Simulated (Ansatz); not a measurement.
# HF/x2c-TZVPall (sfX2C, start density atoms) run of HfHCl3O (SMILES Cl[Hf](Cl)(Cl)O)

Aim: the energy difference between two shapes of HfHCl3O at HF/x2c-TZVPall (sfX2C, start density atoms), from 2 runs. 

Program for the calculation: Ansatz 0.2.0.

6 further runs of the same task are left out: 1 for a known fault of the program, 1 that didn't finish, 4 set aside as unsound or not needed. Runs told in other sessions of the task aren't counted.

## (1) The system as given

HfHCl3O has 6 atoms, charge 0, and is taken as a singlet. As SMILES, `Cl[Hf](Cl)(Cl)O`. The shape is that of a PBE0-D4/def2-TZVP optimisation.

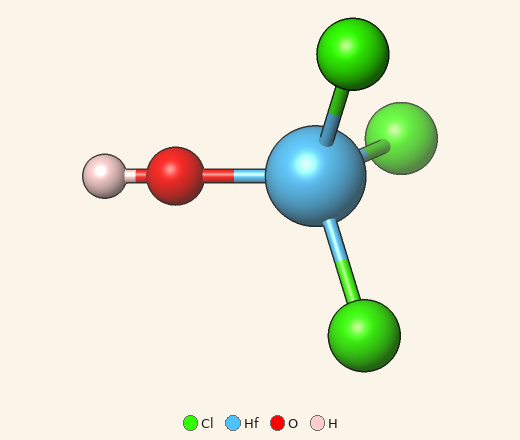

The structure, seen from a chosen angle (chlorine green, hafnium blue, oxygen red, hydrogen pink).

## (2) A single-point energy at HF/x2c-TZVPall (sfX2C, start density atoms)

input.yaml

```yaml
crystal:
  periodic: [false, false, false]
  atoms:
    - {symbol: Cl, position_ang: [0.876760, -0.101050, -2.336560]}
    - {symbol: Hf, position_ang: [-0.022850, -0.350510, -0.194310]}
    - {symbol: Cl, position_ang: [-2.262380, -0.999350, -0.349730]}
    - {symbol: Cl, position_ang: [1.185990, -1.965090, 0.985740]}
    - {symbol: O, position_ang: [0.084060, 1.291990, 0.717110]}
    - {symbol: H, position_ang: [0.138420, 2.124020, 1.177740]}
basis:
  gaussian:
    orbitals: x2c-TZVPall.json
magnetization:
  spin_polarized: false
  initial_magnetization: 0
hamiltonian:
  xc: hf
  pseudopotentials:
    relativity: scalar
accuracy: high
```

The basis set x2c-TZVPall is read from a file made from the Basis Set Exchange's data (not shown).

Run with:

```
ansatz run input.yaml --threads 1 --pin off --max-ram 3480MiB --events-out events.jsonl --progress --plain --runs-dir runs
```

The program printed:

```text
Warning: RAYON_NUM_THREADS=1 ignored (pool sized by the plan → 1); use --threads N
Functional definition: HF
  name "HF"
  exchange = exact_x
  correlation = 0
3693 factors; integrals over basis functions are off by at most 3.0e-8 eV
mean field evaluation 1: about -449902.6275 eV, gradient 4.6e1 eV
mean field evaluation 2: about -449902.8328 eV, gradient 4.7e1 eV
mean field evaluation 4: about -449906.9877 eV, gradient 3.1e0 eV
mean field evaluation 8: about -449907.0238 eV, gradient 2.1e-1 eV
mean field evaluation 16: about -449907.0241 eV, gradient 1.2e-8 eV
mean field -449907.02405564 eV, -16533.7781761110 hartree, gradient 4.7e-8 eV, S^2 0.000000; 0 other end points of the search recorded, 0 dependent functions left out
reference -449907.02405564 eV, -16533.7781761110 hartree; 66, 66 occupied and 163, 163 virtual orbitals, 3693 factors
Total energy: -449907.02405564 eV, -16533.7781761110 hartree
Relativity: scalar
```

Wall time 43 s (1 thread of Arm Neoverse V2, shared host); peak memory 1.5 GiB.

## (3) The distorted shape at the same level

input.yaml

```yaml
crystal:
  periodic: [false, false, false]
  atoms:
    - {symbol: Cl, position_ang: [1.026465, -0.040362, -2.332424]}
    - {symbol: Hf, position_ang: [0.148345, -0.265512, -0.278769]}
    - {symbol: Cl, position_ang: [-2.226977, -0.972014, -0.488268]}
    - {symbol: Cl, position_ang: [1.196456, -1.965486, 1.155375]}
    - {symbol: O, position_ang: [-0.033255, 1.365704, 0.845368]}
    - {symbol: H, position_ang: [0.145240, 2.067744, 0.994803]}
basis:
  gaussian:
    orbitals: x2c-TZVPall.json
magnetization:
  spin_polarized: false
  initial_magnetization: 0
hamiltonian:
  xc: hf
  pseudopotentials:
    relativity: scalar
accuracy: high
```

The basis set x2c-TZVPall is read from a file made from the Basis Set Exchange's data (not shown).

Run with:

```
ansatz run input.yaml --threads 1 --pin off --max-ram 3480MiB --events-out events.jsonl --progress --plain --runs-dir runs
```

The program printed:

```text
Warning: RAYON_NUM_THREADS=1 ignored (pool sized by the plan → 1); use --threads N
[... 4 set-up lines as earlier in the session ...]
3686 factors; integrals over basis functions are off by at most 3.6e-8 eV
mean field evaluation 1: about -449898.8510 eV, gradient 5.2e1 eV
mean field evaluation 2: about -449899.0503 eV, gradient 5.2e1 eV
mean field evaluation 4: about -449904.4129 eV, gradient 3.4e0 eV
mean field evaluation 8: about -449904.4623 eV, gradient 2.7e-1 eV
mean field evaluation 16: about -449904.4627 eV, gradient 1.6e-8 eV
mean field -449904.46269756 eV, -16533.6840479377 hartree, gradient 8.8e-8 eV, S^2 0.000000; 0 other end points of the search recorded, 0 dependent functions left out
reference -449904.46269756 eV, -16533.6840479377 hartree; 66, 66 occupied and 163, 163 virtual orbitals, 3686 factors
Total energy: -449904.46269756 eV, -16533.6840479377 hartree
Relativity: scalar
```

Run time: 42 s. Hardware: 1 thread of Arm Neoverse V2, shared host; peak memory 1.4 GiB.

## (4) Results

Level: HF/x2c-TZVPall (sfX2C, start density atoms).

| quantity | value |
| --- | --- |
| first shape: total energy | -16533.77818 Eh |
| distorted shape: total energy | -16533.68405 Eh |
| energy change with the atoms displaced | 2.561 eV |

In words: With the atoms displaced the energy rises by 2.56 eV (247 kJ/mol). The first shape isn't relaxed at this level, so the change isn't measured from a minimum.
